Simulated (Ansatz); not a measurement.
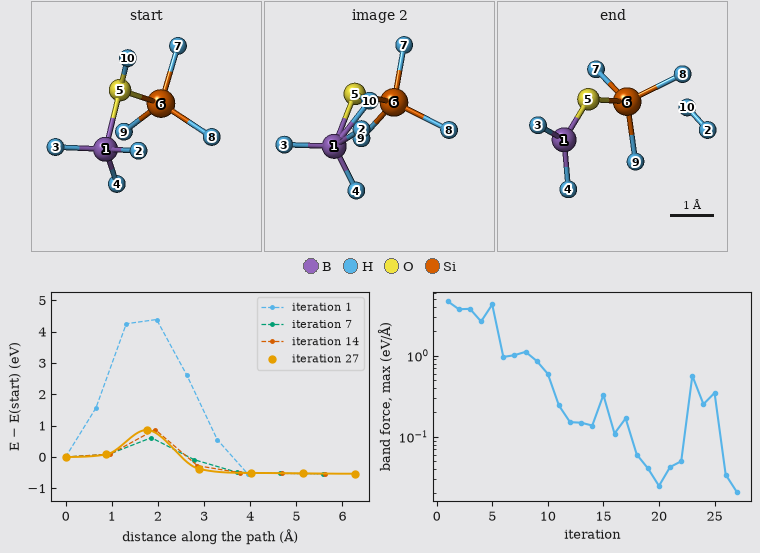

A nudged-elastic-band calculation for BSiH7O. Images are numbered from 0 (start) to 6 (end). The plot follows the band through its iterations. A ball-and-stick model, seen from a free direction.

Computed with RKS PBE0-D4/def2-SVP in Ansatz 0.2.0.

The input:
```yaml
crystal:
  periodic: [false, false, false]
  atoms:
    - { symbol: B, position_ang: [-0.13608, -0.115476, 0.165116] }
    - { symbol: H, position_ang: [-0.526692, 0.235165, 1.268171] }
    - { symbol: H, position_ang: [0.788186, 0.522477, -0.303492] }
    - { symbol: H, position_ang: [-1.053217, -0.323785, -0.629762] }
    - { symbol: O, position_ang: [0.421706, -1.648099, 0.36978] }
    - { symbol: Si, position_ang: [-0.745373, -2.795723, -0.174806] }
    - { symbol: H, position_ang: [-0.190666, -4.10445, 0.282233] }
    - { symbol: H, position_ang: [-2.05799, -2.542161, 0.468046] }
    - { symbol: H, position_ang: [-0.773138, -2.717423, -1.651696] }
    - { symbol: H, position_ang: [0.918562, -1.791925, 1.18331] }
basis:
  gaussian: { orbitals: def2-SVP }
hamiltonian:
  xc: pbe0
  dispersion: d4
neb:
  order_check: false
  images: 5
  f_tol: 0.03
  max_iterations: 60
  initial_path: linear
  final_atoms:
    - { symbol: B, position_ang: [0.52698116, -0.4799364, -0.72891844] }
    - { symbol: H, position_ang: [-1.20850732, 0.01715021, 2.41739762] }
    - { symbol: H, position_ang: [1.51161059, 0.19745951, -0.5333591] }
    - { symbol: H, position_ang: [-0.40012588, -0.08004494, -1.40770179] }
    - { symbol: O, position_ang: [0.48151068, -1.70684256, -0.17366881] }
    - { symbol: Si, position_ang: [-0.67144921, -2.93281938, -0.20485261] }
    - { symbol: H, position_ang: [-0.04564531, -4.13160462, -0.82758413] }
    - { symbol: H, position_ang: [-1.05725912, -3.2291722, 1.20203163] }
    - { symbol: H, position_ang: [-1.86157096, -2.49552558, -0.99281202] }
    - { symbol: H, position_ang: [-0.63024665, -0.44006405, 2.22636765] }
```

Run as
```bash
ansatz run input.yaml --threads 2 --pin off --max-ram 3072MiB --backend cpu --events-out ev --progress --plain --runs-dir out
```

How did the profile develop, and is the result final?

The run is converged, with reservations. The band converged in 27 iterations. The largest component of the band force went from 4.7 to 0.021 eV/Å. The climbing image converged on the top of the path. Its curvatures weren't checked. The straight starting path can push atoms close together and costs iterations. The first iteration put the highest image at 4.39 eV. The energy climbs by 0.86 eV to image 2 and then falls by 1.39 eV, so the end point sits at −0.53 eV.

Cost: 3 min on 2 threads of Arm Neoverse V1, with other jobs on the host, peak memory 0.15 GiB.
